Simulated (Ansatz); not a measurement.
CH$_{7}$BOSi: geometry relaxation

System: CH$_{7}$BOSi, SMILES B[SiH2]CO.
Method: RKS PBE-D4/def2-SVP (Ansatz 0.2.0).

Figures and captions count atoms from 1; the log counts them from 0 in places.

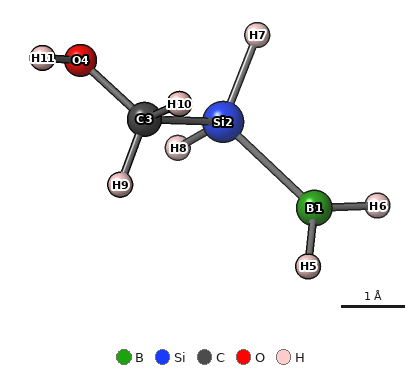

The structure as given in the input (ball-and-stick view, seen at a tilt; atoms are numbered from 1 in the order of the input).

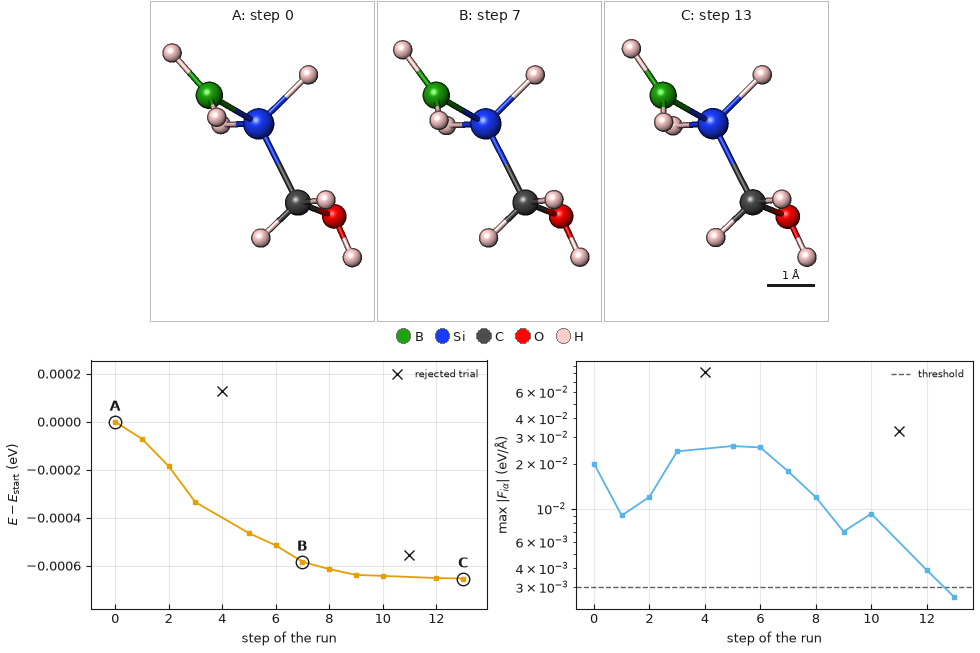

Frames of the relaxation (ball-and-stick view, seen at an oblique angle) above the curves, on which the letters mark them (the first geometry is step 0 here and step 1 in the log).

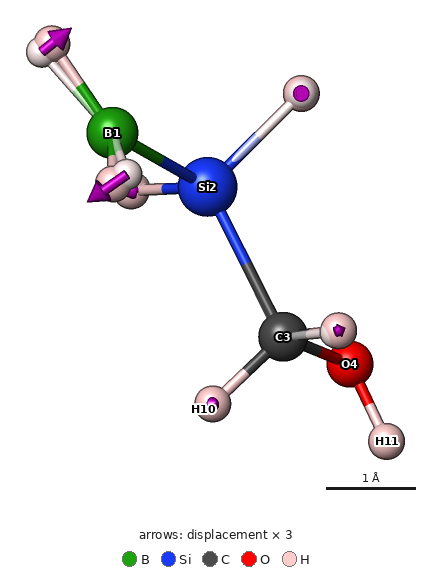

Start (faint) and end (solid) with the displacements as pink arrows, magnified 3 times (ball-and-stick view, seen at an oblique angle). The two geometries are laid on each other by the best rigid fit. The atom that moves furthest after the best rigid fit is H5 (0.19 Å). By element the largest moves are H 0.19 Å, C 0.02 Å, O 0.02 Å, Si 0.01 Å, B 0.01 Å. Among the angles that change: B1–Si2–H8 104.8° → 107.0°, B1–Si2–H7 112.7° → 110.6°. After 13 geometry steps the energy has fallen by 0.001 eV. Largest force component: 0.02 eV/Å at the start, 0.0026 eV/Å at the end. The line search rejected the trial steps at points 4, 11 (counted from 0) and went back. (Atoms are counted from 1 in the order of the input.)

The input that produced these results follows, with the program's output.

### Input file
```yaml
crystal:
  periodic: [false, false, false]
  atoms:
    - { symbol: B, position_ang: [-0.951352, 1.933323, -0.082146] }
    - { symbol: Si, position_ang: [-0.39144, 0.161663, 0.693374] }
    - { symbol: C, position_ang: [0.721613, -0.868091, -0.469107] }
    - { symbol: O, position_ang: [0.988067, -2.122369, 0.138961] }
    - { symbol: H, position_ang: [-0.888743, 2.174456, -1.275452] }
    - { symbol: H, position_ang: [-1.423948, 2.801353, 0.629676] }
    - { symbol: H, position_ang: [0.268671, 0.300201, 2.042242] }
    - { symbol: H, position_ang: [-1.688263, -0.589856, 0.917279] }
    - { symbol: H, position_ang: [0.190169, -0.956801, -1.451823] }
    - { symbol: H, position_ang: [1.649543, -0.275105, -0.676046] }
    - { symbol: H, position_ang: [1.590985, -2.615875, -0.446359] }
basis:
  gaussian: { orbitals: def2-SVP }
hamiltonian:
  xc: pbe
  dispersion: d4
output:
  forces: true
relax:
  f_tol: 0.003
  max_steps: 120
```

Launch command:
```bash
ansatz run input.yaml --threads 1 --pin off --max-ram 2560MiB --backend cpu --events-out ev --progress --plain --runs-dir out
```

### The program's output
```
The last accepted step is kept in [file] (removed where the run ends without a failure and the disk answers)
Engine: ansatz 0.2.0, x86_64-unknown-linux-gnu
Functional definition: PBE
  parameter kappa = 0.804
  parameter beta = 0.06672455060314922
  exchange = pbe_x(kappa = kappa, mu = beta*pi^2/3)
  correlation = pbe_c(beta = beta)
1057 factors; their error is unknown
mean field evaluation 1: about -11729.3323 eV, gradient 5.2e1 eV
mean field evaluation 2: about -11664.8431 eV, gradient 1.4e2 eV
mean field evaluation 4: about -11735.2860 eV, gradient 1.1e1 eV
mean field evaluation 8: about -11735.6680 eV, gradient 1.3e-1 eV
mean field evaluation 16: about -11735.6101 eV, gradient 4.3e-4 eV
mean field -11735.61013304 eV, -431.2757177069 hartree, gradient 4.4e-5 eV, S^2 0.000000; 0 other end points of the search recorded, 0 dependent functions left out
the calculation of the forces begins
reference -11735.61016957 eV, -431.2757190493 hartree; 20, 20 occupied and 75, 75 virtual orbitals, 1057 factors
relax step   1: F+E_penalty+E_count = -11735.79298288 eV  Δ(F+E_penalty+E_count) = +0.000e0 eV  max|allowed force component| = 2.001e-2 eV/Å  Δτ_max = 0.0000 Å  (27 SCF iters, accepted)
these checks for a lower state are left out or cut short: starts, cluster_reference, orbital_swaps, neighbouring_geometries, increment
1057 factors; their error is unknown
mean field -11735.61020255 eV, -431.2757202615 hartree, gradient 1.6e-5 eV, S^2 0.000000; 0 other end points of the search recorded, 0 dependent functions left out
[... from here on the field's lines of each further geometry are left out, up to the last ...]
relax step   2: F+E_penalty+E_count = -11735.79305364 eV  Δ(F+E_penalty+E_count) = -7.076e-5 eV  max|allowed force component| = 9.003e-3 eV/Å  Δτ_max = 0.0039 Å  (22 SCF iters, accepted)
relax step   3: F+E_penalty+E_count = -11735.79316808 eV  Δ(F+E_penalty+E_count) = -1.144e-4 eV  max|allowed force component| = 1.198e-2 eV/Å  Δτ_max = 0.0153 Å  (22 SCF iters, accepted)
relax step   4: F+E_penalty+E_count = -11735.79331824 eV  Δ(F+E_penalty+E_count) = -1.502e-4 eV  max|allowed force component| = 2.412e-2 eV/Å  Δτ_max = 0.0369 Å  (27 SCF iters, accepted)
relax step   5: F+E_penalty+E_count = -11735.79285256 eV  Δ(F+E_penalty+E_count) = +4.657e-4 eV  max|allowed force component| = 8.194e-2 eV/Å  Δτ_max = 0.0645 Å  (27 SCF iters, rejected (line search))
relax step   6: F+E_penalty+E_count = -11735.79344683 eV  Δ(F+E_penalty+E_count) = -1.286e-4 eV  max|allowed force component| = 2.618e-2 eV/Å  Δτ_max = 0.0315 Å  (27 SCF iters, accepted)
relax step   7: F+E_penalty+E_count = -11735.79349776 eV  Δ(F+E_penalty+E_count) = -5.092e-5 eV  max|allowed force component| = 2.562e-2 eV/Å  Δτ_max = 0.0132 Å  (22 SCF iters, accepted)
relax step   8: F+E_penalty+E_count = -11735.79356620 eV  Δ(F+E_penalty+E_count) = -6.844e-5 eV  max|allowed force component| = 1.776e-2 eV/Å  Δτ_max = 0.0223 Å  (28 SCF iters, accepted)
relax step   9: F+E_penalty+E_count = -11735.79359688 eV  Δ(F+E_penalty+E_count) = -3.068e-5 eV  max|allowed force component| = 1.193e-2 eV/Å  Δτ_max = 0.0172 Å  (29 SCF iters, accepted)
relax step  10: F+E_penalty+E_count = -11735.79362106 eV  Δ(F+E_penalty+E_count) = -2.418e-5 eV  max|allowed force component| = 7.039e-3 eV/Å  Δτ_max = 0.0204 Å  (29 SCF iters, accepted)
relax step  11: F+E_penalty+E_count = -11735.79362493 eV  Δ(F+E_penalty+E_count) = -3.868e-6 eV  max|allowed force component| = 9.248e-3 eV/Å  Δτ_max = 0.0212 Å  (29 SCF iters, accepted)
relax step  12: F+E_penalty+E_count = -11735.79353671 eV  Δ(F+E_penalty+E_count) = +8.822e-5 eV  max|allowed force component| = 3.320e-2 eV/Å  Δτ_max = 0.0352 Å  (27 SCF iters, rejected (line search))
relax step  13: F+E_penalty+E_count = -11735.79363395 eV  Δ(F+E_penalty+E_count) = -9.018e-6 eV  max|allowed force component| = 3.890e-3 eV/Å  Δτ_max = 0.0079 Å  (22 SCF iters, accepted)
the calculation of the forces begins
reference -11735.61090960 eV, -431.2757462452 hartree; 20, 20 occupied and 75, 75 virtual orbitals, 1057 factors
relax step  14: F+E_penalty+E_count = -11735.79363575 eV  Δ(F+E_penalty+E_count) = -1.799e-6 eV  max|allowed force component| = 2.561e-3 eV/Å  Δτ_max = 0.0006 Å  (18 SCF iters, accepted)
1057 factors; their error is unknown
mean field -11735.61087309 eV, -431.2757449032 hartree, gradient 2.8e-5 eV, S^2 0.000000; 1 other end points of the search recorded, 0 dependent functions left out
the calculation of the forces begins
reference -11735.61090960 eV, -431.2757462452 hartree; 20, 20 occupied and 75, 75 virtual orbitals, 1057 factors
Total energy: -11735.79367226 eV, -431.2824626490 hartree
Atom 0 at    -0.949133     1.937807    -0.084139 Å, force    -0.000477     0.000955    -0.002203 eV/Å
Atom 1 at    -0.399602     0.158794     0.685999 Å, force     0.000128     0.000360     0.000149 eV/Å
Atom 2 at     0.706919    -0.877771    -0.476664 Å, force     0.000512     0.001299    -0.000689 eV/Å
Atom 3 at     0.999575    -2.117705     0.149119 Å, force     0.000170    -0.000442    -0.000163 eV/Å
Atom 4 at    -0.727158     2.264403    -1.236856 Å, force    -0.000287    -0.000553     0.002561 eV/Å
Atom 5 at    -1.556624     2.735339     0.607018 Å, force     0.000568    -0.000655    -0.000371 eV/Å
Atom 6 at     0.298098     0.345468     2.012261 Å, force    -0.000002    -0.000167    -0.000161 eV/Å
Atom 7 at    -1.671084    -0.611383     0.971262 Å, force     0.000148    -0.000003    -0.000051 eV/Å
Atom 8 at     0.163024    -0.992030    -1.449832 Å, force     0.000115    -0.000090     0.000319 eV/Å
Atom 9 at     1.622936    -0.275320    -0.708567 Å, force    -0.000698    -0.000709     0.000218 eV/Å
Atom 10 at     1.578350    -2.624703    -0.449001 Å, force    -0.000179     0.000005     0.000391 eV/Å
Dipole moment:     0.190295     0.000950    -0.347436 e Å
```

### Trajectory as extended XYZ (Å, eV, eV/Å), 14 frames, from step=1 to step=14
```
11
Properties=species:S:1:pos:R:3:forces:R:3 step=1 energy=-11735.79298
B    -0.9514    1.9333   -0.0821   -0.0052   0.0157  -0.0108
Si   -0.3914    0.1617    0.6934   -0.0115   0.0200   0.0120
C     0.7216   -0.8681   -0.4691    0.0063  -0.0051  -0.0154
O     0.9881   -2.1224    0.1390   -0.0021  -0.0025   0.0061
H    -0.8887    2.1745   -1.2755    0.0044  -0.0023   0.0099
H    -1.4239    2.8014    0.6297    0.0020  -0.0132  -0.0028
H     0.2687    0.3002    2.0422    0.0045  -0.0033  -0.0001
H    -1.6883   -0.5899    0.9173    0.0000  -0.0069   0.0008
H     0.1902   -0.9568   -1.4518    0.0024  -0.0006   0.0026
H     1.6495   -0.2751   -0.6760   -0.0015  -0.0010   0.0001
H     1.5910   -2.6159   -0.4464    0.0008  -0.0009  -0.0024
11
Properties=species:S:1:pos:R:3:forces:R:3 step=2 energy=-11735.79305
B    -0.9516    1.9341   -0.0828   -0.0023   0.0061  -0.0014
Si   -0.3915    0.1628    0.6935   -0.0058   0.0020   0.0024
C     0.7212   -0.8679   -0.4693    0.0044  -0.0007  -0.0090
O     0.9874   -2.1219    0.1397   -0.0010  -0.0017   0.0034
H    -0.8854    2.1765   -1.2754    0.0037  -0.0001   0.0048
H    -1.4273    2.7995    0.6296   -0.0015  -0.0042  -0.0019
H     0.2706    0.2998    2.0417    0.0016   0.0017  -0.0003
H    -1.6868   -0.5915    0.9179    0.0004  -0.0010   0.0018
H     0.1898   -0.9572   -1.4519    0.0006  -0.0008   0.0013
H     1.6492   -0.2753   -0.6766    0.0001  -0.0011  -0.0003
H     1.5898   -2.6160   -0.4457   -0.0003  -0.0003  -0.0008
11
Properties=species:S:1:pos:R:3:forces:R:3 step=3 energy=-11735.79317
B    -0.9521    1.9354   -0.0825    0.0018  -0.0046   0.0028
Si   -0.3909    0.1641    0.6933   -0.0011  -0.0120  -0.0078
C     0.7206   -0.8684   -0.4704   -0.0020   0.0055   0.0035
O     0.9869   -2.1214    0.1408    0.0015  -0.0011  -0.0005
H    -0.8718    2.1831   -1.2727    0.0017   0.0046  -0.0013
H    -1.4414    2.7940    0.6284   -0.0026   0.0018   0.0000
H     0.2745    0.3023    2.0398    0.0000   0.0041   0.0003
H    -1.6844   -0.5927    0.9211    0.0029   0.0025   0.0027
H     0.1879   -0.9595   -1.4520   -0.0009  -0.0006  -0.0010
H     1.6486   -0.2766   -0.6801    0.0003  -0.0002   0.0002
H     1.5875   -2.6174   -0.4450   -0.0016  -0.0002   0.0010
11
Properties=species:S:1:pos:R:3:forces:R:3 step=4 energy=-11735.79332
B    -0.9539    1.9363   -0.0828    0.0192   0.0050  -0.0004
Si   -0.3907    0.1648    0.6918   -0.0053  -0.0241  -0.0166
C     0.7188   -0.8700   -0.4725   -0.0084   0.0064   0.0160
O     0.9873   -2.1205    0.1433    0.0049   0.0007  -0.0062
H    -0.8404    2.2016   -1.2670   -0.0072   0.0011   0.0094
H    -1.4700    2.7809    0.6263   -0.0047  -0.0015  -0.0052
H     0.2815    0.3102    2.0345   -0.0009   0.0077   0.0002
H    -1.6797   -0.5960    0.9302    0.0061   0.0038   0.0027
H     0.1830   -0.9657   -1.4519   -0.0006  -0.0002  -0.0032
H     1.6459   -0.2787   -0.6874   -0.0002   0.0012   0.0004
H     1.5837   -2.6200   -0.4438   -0.0029  -0.0002   0.0027
11
Properties=species:S:1:pos:R:3:forces:R:3 step=5 energy=-11735.79285 accepted=F
B    -0.9476    1.9416   -0.0814   -0.0819   0.0160  -0.0312
Si   -0.3881    0.1666    0.6889    0.0170  -0.0223  -0.0117
C     0.7166   -0.8731   -0.4756   -0.0141   0.0018   0.0295
O     0.9860   -2.1207    0.1465    0.0119   0.0025  -0.0163
H    -0.7916    2.2330   -1.2571    0.0087   0.0051   0.0705
H    -1.5283    2.7537    0.6209    0.0561  -0.0267  -0.0414
H     0.2949    0.3262    2.0253   -0.0001   0.0032  -0.0007
H    -1.6705   -0.5991    0.9463    0.0093   0.0156  -0.0020
H     0.1768   -0.9743   -1.4522    0.0017   0.0005  -0.0041
H     1.6434   -0.2839   -0.6974   -0.0016   0.0030   0.0011
H     1.5740   -2.6271   -0.4434   -0.0069   0.0014   0.0063
11
Properties=species:S:1:pos:R:3:forces:R:3 step=6 energy=-11735.79345
B    -0.9527    1.9374   -0.0827   -0.0011   0.0126  -0.0137
Si   -0.3908    0.1643    0.6897   -0.0036  -0.0155  -0.0098
C     0.7172   -0.8719   -0.4739   -0.0080   0.0002   0.0152
O     0.9878   -2.1207    0.1448    0.0056   0.0024  -0.0078
H    -0.8146    2.2187   -1.2613   -0.0042  -0.0013   0.0262
H    -1.4956    2.7682    0.6240    0.0079  -0.0093  -0.0120
H     0.2870    0.3202    2.0288   -0.0002   0.0037   0.0001
H    -1.6761   -0.5988    0.9394    0.0067   0.0047   0.0012
H     0.1797   -0.9710   -1.4521    0.0008   0.0000  -0.0025
H     1.6433   -0.2804   -0.6921   -0.0008   0.0021   0.0004
H     1.5803   -2.6230   -0.4439   -0.0032   0.0003   0.0027
11
Properties=species:S:1:pos:R:3:forces:R:3 step=7 energy=-11735.79350
B    -0.9524    1.9376   -0.0830   -0.0063   0.0143  -0.0139
Si   -0.3917    0.1636    0.6886   -0.0037  -0.0091  -0.0040
C     0.7162   -0.8729   -0.4742   -0.0054  -0.0036   0.0105
O     0.9884   -2.1210    0.1452    0.0045   0.0031  -0.0067
H    -0.8040    2.2259   -1.2586   -0.0027  -0.0021   0.0256
H    -1.5045    2.7631    0.6228    0.0101  -0.0110  -0.0125
H     0.2888    0.3250    2.0259    0.0002   0.0015  -0.0001
H    -1.6749   -0.6005    0.9439    0.0057   0.0040   0.0004
H     0.1785   -0.9733   -1.4523    0.0011   0.0000  -0.0015
H     1.6415   -0.2805   -0.6934   -0.0006   0.0024   0.0002
H     1.5793   -2.6241   -0.4444   -0.0028   0.0006   0.0021
11
Properties=species:S:1:pos:R:3:forces:R:3 step=8 energy=-11735.79357
B    -0.9520    1.9374   -0.0838   -0.0069   0.0140  -0.0090
Si   -0.3939    0.1620    0.6870   -0.0037   0.0007   0.0045
C     0.7140   -0.8745   -0.4747    0.0000  -0.0081   0.0007
O     0.9903   -2.1212    0.1458    0.0016   0.0038  -0.0034
H    -0.7857    2.2377   -1.2536   -0.0010  -0.0035   0.0178
H    -1.5177    2.7552    0.6203    0.0081  -0.0103  -0.0101
H     0.2914    0.3327    2.0211    0.0000  -0.0011  -0.0010
H    -1.6735   -0.6038    0.9520    0.0027   0.0017  -0.0005
H     0.1763   -0.9776   -1.4525    0.0009  -0.0001   0.0005
H     1.6376   -0.2798   -0.6954   -0.0001   0.0020  -0.0002
H     1.5785   -2.6251   -0.4456   -0.0015   0.0009   0.0007
11
Properties=species:S:1:pos:R:3:forces:R:3 step=9 energy=-11735.79360
B    -0.9515    1.9373   -0.0843   -0.0047   0.0105  -0.0055
Si   -0.3955    0.1610    0.6863   -0.0025   0.0037   0.0063
C     0.7121   -0.8755   -0.4750    0.0031  -0.0076  -0.0040
O     0.9922   -2.1208    0.1465   -0.0001   0.0033  -0.0011
H    -0.7709    2.2455   -1.2497   -0.0003  -0.0037   0.0119
H    -1.5278    2.7494    0.6173    0.0050  -0.0068  -0.0067
H     0.2935    0.3368    2.0181   -0.0006  -0.0011  -0.0014
H    -1.6727   -0.6058    0.9578    0.0002   0.0001  -0.0004
H     0.1737   -0.9810   -1.4522    0.0003  -0.0001   0.0015
H     1.6339   -0.2787   -0.6976    0.0001   0.0010  -0.0005
H     1.5782   -2.6254   -0.4467   -0.0005   0.0006  -0.0001
11
Properties=species:S:1:pos:R:3:forces:R:3 step=10 energy=-11735.79362
B    -0.9505    1.9374   -0.0843   -0.0018   0.0049  -0.0042
Si   -0.3972    0.1600    0.6862   -0.0021   0.0045   0.0046
C     0.7099   -0.8766   -0.4756    0.0041  -0.0032  -0.0045
O     0.9952   -2.1198    0.1473   -0.0006   0.0016   0.0002
H    -0.7527    2.2533   -1.2446   -0.0004  -0.0020   0.0070
H    -1.5398    2.7432    0.6132    0.0023  -0.0030  -0.0032
H     0.2956    0.3408    2.0156   -0.0003  -0.0013  -0.0010
H    -1.6722   -0.6077    0.9638   -0.0005  -0.0010  -0.0001
H     0.1696   -0.9854   -1.4514   -0.0003   0.0000   0.0017
H     1.6293   -0.2771   -0.7016   -0.0005  -0.0006  -0.0003
H     1.5782   -2.6252   -0.4480    0.0001   0.0001  -0.0002
11
Properties=species:S:1:pos:R:3:forces:R:3 step=11 energy=-11735.79363
B    -0.9502    1.9375   -0.0847    0.0059   0.0092  -0.0006
Si   -0.3991    0.1594    0.6862   -0.0017  -0.0061  -0.0002
C     0.7077   -0.8772   -0.4762    0.0010   0.0015  -0.0021
O     0.9983   -2.1180    0.1488    0.0003   0.0001  -0.0004
H    -0.7339    2.2615   -1.2395   -0.0039  -0.0042   0.0078
H    -1.5514    2.7380    0.6087   -0.0002  -0.0038  -0.0042
H     0.2975    0.3430    2.0134   -0.0007   0.0032  -0.0003
H    -1.6710   -0.6112    0.9694    0.0003   0.0014  -0.0007
H     0.1645   -0.9900   -1.4500    0.0005  -0.0005  -0.0001
H     1.6246   -0.2756   -0.7067   -0.0012  -0.0012   0.0001
H     1.5783   -2.6246   -0.4486   -0.0003   0.0002   0.0006
11
Properties=species:S:1:pos:R:3:forces:R:3 step=12 energy=-11735.79354 accepted=F
B    -0.9451    1.9394   -0.0837   -0.0332  -0.0019  -0.0175
Si   -0.4019    0.1580    0.6860    0.0143  -0.0047   0.0008
C     0.7040   -0.8788   -0.4774   -0.0011   0.0060  -0.0004
O     1.0035   -2.1158    0.1507    0.0017  -0.0018  -0.0027
H    -0.7028    2.2754   -1.2305    0.0052  -0.0009   0.0242
H    -1.5753    2.7265    0.6002    0.0164  -0.0021  -0.0058
H     0.3013    0.3491    2.0091   -0.0007   0.0016   0.0003
H    -1.6696   -0.6152    0.9793    0.0004   0.0070  -0.0027
H     0.1566   -0.9978   -1.4481    0.0020  -0.0010  -0.0002
H     1.6168   -0.2734   -0.7147   -0.0033  -0.0029   0.0014
H     1.5778   -2.6244   -0.4504   -0.0018   0.0006   0.0024
11
Properties=species:S:1:pos:R:3:forces:R:3 step=13 energy=-11735.79363
B    -0.9491    1.9377   -0.0839    0.0005   0.0006  -0.0039
Si   -0.3996    0.1586    0.6860   -0.0010   0.0035  -0.0001
C     0.7069   -0.8779   -0.4767    0.0008   0.0017  -0.0004
O     0.9998   -2.1178    0.1490    0.0003  -0.0008  -0.0002
H    -0.7270    2.2642   -1.2367   -0.0006  -0.0001   0.0026
H    -1.5565    2.7353    0.6071    0.0004  -0.0009  -0.0001
H     0.2980    0.3461    2.0122    0.0001  -0.0020  -0.0002
H    -1.6715   -0.6111    0.9711    0.0009  -0.0010   0.0006
H     0.1630   -0.9922   -1.4499   -0.0001   0.0001   0.0007
H     1.6228   -0.2753   -0.7086   -0.0010  -0.0009   0.0004
H     1.5785   -2.6247   -0.4492   -0.0002  -0.0001   0.0005
11
Properties=species:S:1:pos:R:3:forces:R:3 step=14 energy=-11735.79364
B    -0.9491    1.9378   -0.0841   -0.0005   0.0010  -0.0022
Si   -0.3996    0.1588    0.6860    0.0001   0.0004   0.0001
C     0.7069   -0.8778   -0.4767    0.0005   0.0013  -0.0007
O     0.9996   -2.1177    0.1491    0.0002  -0.0004  -0.0002
H    -0.7272    2.2644   -1.2369   -0.0003  -0.0006   0.0026
H    -1.5566    2.7353    0.6070    0.0006  -0.0007  -0.0004
H     0.2981    0.3455    2.0123    0.0000  -0.0002  -0.0002
H    -1.6711   -0.6114    0.9713    0.0001   0.0000  -0.0001
H     0.1630   -0.9920   -1.4498    0.0001  -0.0001   0.0003
H     1.6229   -0.2753   -0.7086   -0.0007  -0.0007   0.0002
H     1.5783   -2.6247   -0.4490   -0.0002   0.0000   0.0004
```

### Results in brief

| quantity | value |
| --- | --- |
| outcome | converged |
| total energy | −11735.7937 eV |
| mean-field energy | −11735.6109 eV |
| largest force (length of the vector) at the end | 0.003 eV/Å |
| hardware | 1 thread of Intel Xeon @ 2.50GHz (Skylake/Cascade Lake), 16 GiB of memory available, shared host |
| wall time | 47 s |
| peak memory | 0.17 GiB |
